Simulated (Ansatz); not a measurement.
# GaHOF (doublet): wB97M-V, B2PLYP, PBE-QIDH, RPA-PBE over vertical spin and charge gaps and displaced geometries, cc-pVDZ, part 2 of 2

Ansatz 0.2.0, Gaussian basis; cc-pVDZ, all electrons in the functionals, frozen cores in the correlation of double hybrids and RPA.

## 13. B2PLYP, displaced geometry v2

Contents of in.yaml:

```yaml
crystal:
  periodic: [false, false, false]
  atoms:
    - {symbol: F, position_ang: [0.122131, -0.615005, 1.464108]}
    - {symbol: Ga, position_ang: [-0.042744, 0.328007, -0.015129]}
    - {symbol: O, position_ang: [0.033877, -0.685524, -1.526858]}
    - {symbol: H, position_ang: [0.116985, -0.215828, -2.313675]}
basis:
  gaussian: {orbitals: cc-pVDZ}
magnetization: {spin_polarized: true, initial_magnetization: 1}
hamiltonian: {xc: {name: B2PLYP}}
correlation: {electrons: outside_noble_gas}
```

On the command line:

```console
> ansatz run in.yaml --threads 1 --pin off --events-out ev --progress --plain --max-ram 2393MiB
```

The program printed, shortened:

```text
Functional definition: B2PLYP
  name "B2PLYP"
  cite "Grimme, J. Chem. Phys. 124, 034108 (2006) doi:10.1063/1.2148954"
  cite "Becke, Phys. Rev. A 38, 3098 (1988) doi:10.1103/PhysRevA.38.3098"
  cite "Lee, Yang & Parr, Phys. Rev. B 37, 785 (1988) doi:10.1103/PhysRevB.37.785"
[...]
628 factors; integrals over basis functions are off by at most 9.8e-4 eV
[...]
mean field -57139.50518216 eV, -2099.8380848969 hartree, gradient 6.1e-6 eV, S^2 0.756526; 1 other end points of the search recorded, 0 dependent functions left out
16 core orbitals not correlated, not the lowest: weight in the atoms' cores, before any rotation towards them, 0.859 or more for the frozen orbitals, at most 0.136 for the correlated occupied ones
reference -57139.50530404 eV, -2099.8380893759 hartree; 9, 8 occupied and 35, 36 virtual orbitals, 628 factors
second order -14.29459872 eV of doubles, -0.00000000 eV of singles
Total energy: -57143.36484570 eV, -2099.9799249155 hartree
```

Run time: 6.5 s. Hardware: 1 thread of Arm Neoverse N1, shared host.

From the report: ⟨S²⟩ of the determinant 0.757 (pure doublet: 0.75).

From charge 0, doublet: +1.6 kcal/mol.

## 14. PBE-QIDH, charge 0, doublet

Contents of in.yaml:

```yaml
crystal:
  periodic: [false, false, false]
  atoms:
    - {symbol: F, position_ang: [0.000000, -0.613878, 1.472476]}
    - {symbol: Ga, position_ang: [0.000000, 0.320760, -0.018355]}
    - {symbol: O, position_ang: [0.000000, -0.660347, -1.521903]}
    - {symbol: H, position_ang: [0.000000, -0.135382, -2.326935]}
basis:
  gaussian: {orbitals: cc-pVDZ}
magnetization: {spin_polarized: true, initial_magnetization: 1}
hamiltonian: {xc: {name: PBE-QIDH}}
correlation: {electrons: outside_noble_gas}
```

The command is unchanged.

The program printed, shortened:

```text
Functional definition: PBE-QIDH
  name "PBE-QIDH"
  cite "Brémond, Sancho-García, Pérez-Jiménez & Adamo, J. Chem. Phys. 141, 031101 (2014) doi:10.1063/1.4890314"
  cite "Perdew, Burke & Ernzerhof, Phys. Rev. Lett. 77, 3865 (1996) doi:10.1103/PhysRevLett.77.3865"
[...]
628 factors; integrals over basis functions are off by at most 1.4e-3 eV
[...]
mean field -57129.84422957 eV, -2099.4830514376 hartree, gradient 6.7e-6 eV, S^2 0.756520; 0 other end points of the search recorded, 0 dependent functions left out
16 core orbitals not correlated, not the lowest: weight in the atoms' cores, before any rotation towards them, 0.791 or more for the frozen orbitals, at most 0.206 for the correlated occupied ones
reference -57129.84424047 eV, -2099.4830518381 hartree; 9, 8 occupied and 35, 36 virtual orbitals, 628 factors
second order -13.19938030 eV of doubles, -0.00000000 eV of singles
Total energy: -57134.24403390 eV, -2099.6447412645 hartree
```

It took 5.5 s on 1 thread of Arm Neoverse N1, shared host.

From the report: ⟨S²⟩ of the determinant 0.757 (pure doublet: 0.75).

## 15. PBE-QIDH, charge 0, quartet

Edit in.yaml of step 14 so:

```diff
@@ -9,3 +9,3 @@
   gaussian: {orbitals: cc-pVDZ}
-magnetization: {spin_polarized: true, initial_magnetization: 1}
+magnetization: {spin_polarized: true, initial_magnetization: 3}
 hamiltonian: {xc: {name: PBE-QIDH}}
```

Launched as before.

The program printed, shortened:

```text
Functional definition: PBE-QIDH
  name "PBE-QIDH"
  cite "Brémond, Sancho-García, Pérez-Jiménez & Adamo, J. Chem. Phys. 141, 031101 (2014) doi:10.1063/1.4890314"
  cite "Perdew, Burke & Ernzerhof, Phys. Rev. Lett. 77, 3865 (1996) doi:10.1103/PhysRevLett.77.3865"
[...]
628 factors; integrals over basis functions are off by at most 1.4e-3 eV
[...]
mean field -57124.25538057 eV, -2099.2776650251 hartree, gradient 3.4e-6 eV, S^2 3.756540; 2 other end points of the search recorded, 0 dependent functions left out
16 core orbitals not correlated, not the lowest: weight in the atoms' cores, before any rotation towards them, 0.929 or more for the frozen orbitals, at most 0.050 for the correlated occupied ones
reference -57124.25539253 eV, -2099.2776654643 hartree; 10, 7 occupied and 34, 37 virtual orbitals, 628 factors
second order -11.30803661 eV of doubles, -0.00000000 eV of singles
Total energy: -57128.02473806 eV, -2099.4161863579 hartree
```

Run time: 8 s. Hardware: 1 thread of Arm Neoverse N1, shared host.

From the report: ⟨S²⟩ of the determinant 3.757 (pure quartet: 3.75).

From charge 0, doublet: +143.4 kcal/mol.

## 16. RPA-PBE, charge 0, doublet

Edit in.yaml of step 15 so:

```diff
@@ -9,4 +9,4 @@
   gaussian: {orbitals: cc-pVDZ}
-magnetization: {spin_polarized: true, initial_magnetization: 3}
-hamiltonian: {xc: {name: PBE-QIDH}}
-correlation: {electrons: outside_noble_gas}
+magnetization: {spin_polarized: true, initial_magnetization: 1}
+hamiltonian: {xc: {name: PBE}}
+correlation: {method: rpa, electrons: outside_noble_gas}
```

Same command.

The program printed, shortened:

```text
Functional definition: PBE
  name "PBE"
  cite "Perdew, Burke & Ernzerhof, Phys. Rev. Lett. 77, 3865 (1996) doi:10.1103/PhysRevLett.77.3865"
  parent pbe
[...]
628 factors; integrals over basis functions are off by at most 1.4e-3 eV
[...]
mean field -57145.67993336 eV, -2100.0650028178 hartree, gradient 2.1e-6 eV, S^2 0.751801; 1 other end points of the search recorded, 0 dependent functions left out
16 core orbitals not correlated, not the lowest: weight in the atoms' cores, before any rotation towards them, 0.916 or more for the frozen orbitals, at most 0.073 for the correlated occupied ones
reference -57092.17095844 eV, -2098.0985842594 hartree; 9, 8 occupied and 35, 36 virtual orbitals, 628 factors
Total energy: -57109.92661099 eV, -2098.7510924552 hartree
```

Wall time 6 s (1 thread of Arm Neoverse N1, shared host).

From the report: ⟨S²⟩ of the determinant 0.752 (pure doublet: 0.75).

## 17. RPA-PBE, charge 0, quartet

Edit in.yaml of step 16 so:

```diff
@@ -9,3 +9,3 @@
   gaussian: {orbitals: cc-pVDZ}
-magnetization: {spin_polarized: true, initial_magnetization: 1}
+magnetization: {spin_polarized: true, initial_magnetization: 3}
 hamiltonian: {xc: {name: PBE}}
```

Same command.

The program printed, shortened:

```text
Functional definition: PBE
  name "PBE"
  cite "Perdew, Burke & Ernzerhof, Phys. Rev. Lett. 77, 3865 (1996) doi:10.1103/PhysRevLett.77.3865"
  parent pbe
[...]
628 factors; integrals over basis functions are off by at most 1.4e-3 eV
[...]
mean field -57139.58755297 eV, -2099.8411119682 hartree, gradient 1.2e-6 eV, S^2 3.752613; 11 other end points of the search recorded, 0 dependent functions left out
16 core orbitals not correlated, not the lowest: weight in the atoms' cores, before any rotation towards them, 0.936 or more for the frozen orbitals, at most 0.034 for the correlated occupied ones
reference -57085.69128493 eV, -2097.8604606499 hartree; 10, 7 occupied and 34, 37 virtual orbitals, 628 factors
Total energy: -57104.34623678 eV, -2098.5460174855 hartree
```

It took 30 s on 1 thread of Arm Neoverse N1, shared host.

From the report: ⟨S²⟩ of the determinant 3.753 (pure quartet: 3.75).

From charge 0, doublet: +128.7 kcal/mol.

## 18. RPA-PBE, charge 1, singlet

Edit in.yaml of step 17 so:

```diff
@@ -9,3 +9,4 @@
   gaussian: {orbitals: cc-pVDZ}
-magnetization: {spin_polarized: true, initial_magnetization: 3}
+total_charge: 1
+magnetization: {spin_polarized: true, initial_magnetization: 0}
 hamiltonian: {xc: {name: PBE}}
```

Launched as before.

The program printed, shortened:

```text
Functional definition: PBE
  name "PBE"
  cite "Perdew, Burke & Ernzerhof, Phys. Rev. Lett. 77, 3865 (1996) doi:10.1103/PhysRevLett.77.3865"
  parent pbe
[...]
628 factors; integrals over basis functions are off by at most 1.4e-3 eV
[...]
mean field -57136.49227189 eV, -2099.7273624863 hartree, gradient 5.6e-6 eV, S^2 0.000000; 3 other end points of the search recorded, 0 dependent functions left out
16 core orbitals not correlated, not the lowest: weight in the atoms' cores, before any rotation towards them, 0.851 or more for the frozen orbitals, at most 0.141 for the correlated occupied ones
reference -57082.72097319 eV, -2097.7513037068 hartree; 8, 8 occupied and 36, 36 virtual orbitals, 628 factors
Total energy: -57101.00271482 eV, -2098.4231453197 hartree
```

It took 9.5 s on 1 thread of Arm Neoverse N1, shared host.

From the report: ⟨S²⟩ of the determinant 0.000 (pure singlet: 0.00).

From charge 0, doublet: +205.8 kcal/mol.

## 19. RPA-PBE, charge 1, triplet

Edit in.yaml of step 18 so:

```diff
@@ -10,3 +10,3 @@
 total_charge: 1
-magnetization: {spin_polarized: true, initial_magnetization: 0}
+magnetization: {spin_polarized: true, initial_magnetization: 2}
 hamiltonian: {xc: {name: PBE}}
```

Launched as before.

The program printed, shortened:

```text
Functional definition: PBE
  name "PBE"
  cite "Perdew, Burke & Ernzerhof, Phys. Rev. Lett. 77, 3865 (1996) doi:10.1103/PhysRevLett.77.3865"
  parent pbe
[...]
628 factors; integrals over basis functions are off by at most 1.4e-3 eV
[...]
mean field -57134.14869399 eV, -2099.6412375872 hartree, gradient 3.4e-6 eV, S^2 2.004312; 12 other end points of the search recorded, 0 dependent functions left out
16 core orbitals not correlated, not the lowest: weight in the atoms' cores, before any rotation towards them, 0.937 or more for the frozen orbitals, at most 0.053 for the correlated occupied ones
reference -57080.33050420 eV, -2097.6634555916 hartree; 9, 7 occupied and 35, 37 virtual orbitals, 628 factors
Total energy: -57098.88341186 eV, -2098.3452623727 hartree
```

Wall time 29 s (1 thread of Arm Neoverse N1, shared host).

From the report: ⟨S²⟩ of the determinant 2.004 (pure triplet: 2.00).

From charge 0, doublet: +254.7 kcal/mol.

## 20. RPA-PBE, displaced geometry v1

Contents of in.yaml:

```yaml
crystal:
  periodic: [false, false, false]
  atoms:
    - {symbol: F, position_ang: [-0.006052, -0.609578, 1.488196]}
    - {symbol: Ga, position_ang: [-0.006885, 0.308917, -0.013788]}
    - {symbol: O, position_ang: [0.041079, -0.612880, -1.559950]}
    - {symbol: H, position_ang: [-0.061698, -0.150729, -2.335179]}
basis:
  gaussian: {orbitals: cc-pVDZ}
magnetization: {spin_polarized: true, initial_magnetization: 1}
hamiltonian: {xc: {name: PBE}}
correlation: {method: rpa, electrons: outside_noble_gas}
```

The command is unchanged.

The program printed, shortened:

```text
Functional definition: PBE
  name "PBE"
  cite "Perdew, Burke & Ernzerhof, Phys. Rev. Lett. 77, 3865 (1996) doi:10.1103/PhysRevLett.77.3865"
  parent pbe
[...]
628 factors; integrals over basis functions are off by at most 9.0e-4 eV
[...]
mean field -57145.54030144 eV, -2100.0598714394 hartree, gradient 4.6e-6 eV, S^2 0.751800; 1 other end points of the search recorded, 0 dependent functions left out
16 core orbitals not correlated, not the lowest: weight in the atoms' cores, before any rotation towards them, 0.930 or more for the frozen orbitals, at most 0.060 for the correlated occupied ones
reference -57092.12891069 eV, -2098.0970390330 hartree; 9, 8 occupied and 35, 36 virtual orbitals, 628 factors
Total energy: -57109.79013015 eV, -2098.7460768769 hartree
```

It took 5.5 s on 1 thread of Arm Neoverse N1, shared host.

From the report: ⟨S²⟩ of the determinant 0.752 (pure doublet: 0.75).

From charge 0, doublet: +3.1 kcal/mol.

## 21. RPA-PBE, displaced geometry v2

Contents of in.yaml:

```yaml
crystal:
  periodic: [false, false, false]
  atoms:
    - {symbol: F, position_ang: [0.122131, -0.615005, 1.464108]}
    - {symbol: Ga, position_ang: [-0.042744, 0.328007, -0.015129]}
    - {symbol: O, position_ang: [0.033877, -0.685524, -1.526858]}
    - {symbol: H, position_ang: [0.116985, -0.215828, -2.313675]}
basis:
  gaussian: {orbitals: cc-pVDZ}
magnetization: {spin_polarized: true, initial_magnetization: 1}
hamiltonian: {xc: {name: PBE}}
correlation: {method: rpa, electrons: outside_noble_gas}
```

The command is unchanged.

The program printed, shortened:

```text
Functional definition: PBE
  name "PBE"
  cite "Perdew, Burke & Ernzerhof, Phys. Rev. Lett. 77, 3865 (1996) doi:10.1103/PhysRevLett.77.3865"
  parent pbe
[...]
628 factors; integrals over basis functions are off by at most 9.8e-4 eV
[...]
mean field -57145.60200832 eV, -2100.0621391253 hartree, gradient 5.6e-6 eV, S^2 0.751847; 0 other end points of the search recorded, 0 dependent functions left out
16 core orbitals not correlated, not the lowest: weight in the atoms' cores, before any rotation towards them, 0.928 or more for the frozen orbitals, at most 0.059 for the correlated occupied ones
reference -57092.13159729 eV, -2098.0971377638 hartree; 9, 8 occupied and 35, 36 virtual orbitals, 628 factors
Total energy: -57109.85485081 eV, -2098.7484553172 hartree
```

It took 4.6 s on 1 thread of Arm Neoverse N1, shared host.

From the report: ⟨S²⟩ of the determinant 0.752 (pure doublet: 0.75).

From charge 0, doublet: +1.7 kcal/mol.

## 22. The comparison

The yardstick is UCCSDT(Q), where the cluster series has nearly closed. It comes from earlier runs at the same points. Energies in kcal/mol, counted from charge 0, doublet; blanks weren't run or aren't comparable.

| level | doublet to quartet | ionisation to the singlet cation | ionisation to the triplet cation | displacement v1 | displacement v2 |
| --- | --- | --- | --- | --- | --- |
| UCCSDT(Q) | 143.6 |  | 266.1 | 2.7 | 1.6 |
| wB97M-V | 149.4 | 216.8 | 273.1 | 2.6 | 1.7 |
| B2PLYP | 148.6 | 211.9 | 271.0 | 2.6 | 1.6 |
| PBE-QIDH | 143.4 |  |  |  |  |
| RPA-PBE | 128.7 | 205.8 | 254.7 | 3.1 | 1.7 |

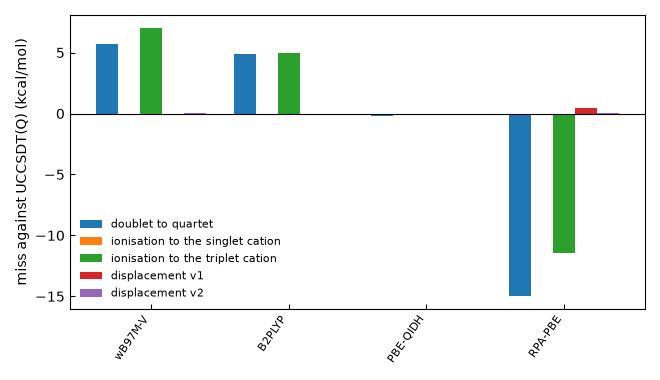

Misses of the gaps against UCCSDT(Q).

Largest miss and mean time a point (UCCSDT(Q) took 5 min a point; shared hosts):

| level | largest miss (kcal/mol) | where | time a point |
| --- | --- | --- | --- |
| wB97M-V | +7.0 | ionisation to the triplet cation | 23 s |
| B2PLYP | +5.0 | ionisation to the triplet cation | 8.4 s |
| PBE-QIDH | -0.2 | doublet to quartet | 6.8 s |
| RPA-PBE | -15.0 | doublet to quartet | 14 s |

## 23. What came out

The summary covers parts 1 to 2.

| quantity | value |
| --- | --- |
| doublet to quartet, UCCSDT(Q) | 143.6 kcal/mol |
| ionisation to the triplet cation, UCCSDT(Q) | 266.1 kcal/mol |
| displacement v1, UCCSDT(Q) | 2.7 kcal/mol |
| displacement v2, UCCSDT(Q) | 1.6 kcal/mol |
| largest miss, wB97M-V | +7.0 kcal/mol (ionisation to the triplet cation) |
| largest miss, B2PLYP | +5.0 kcal/mol (ionisation to the triplet cation) |
| largest miss, PBE-QIDH | -0.2 kcal/mol (doublet to quartet) |
| largest miss, RPA-PBE | -15.0 kcal/mol (doublet to quartet) |

Misses are known at 4 of 5 points at best, and only functionals with that many are ranked. Of the functionals, B2PLYP keep the smallest largest miss at the points compared (at most 5.0 kcal/mol) and RPA-PBE strays most (15.0 kcal/mol, at doublet to quartet). Functionals and the yardstick converge differently with the basis, so part of each miss in cc-pVDZ is the basis.
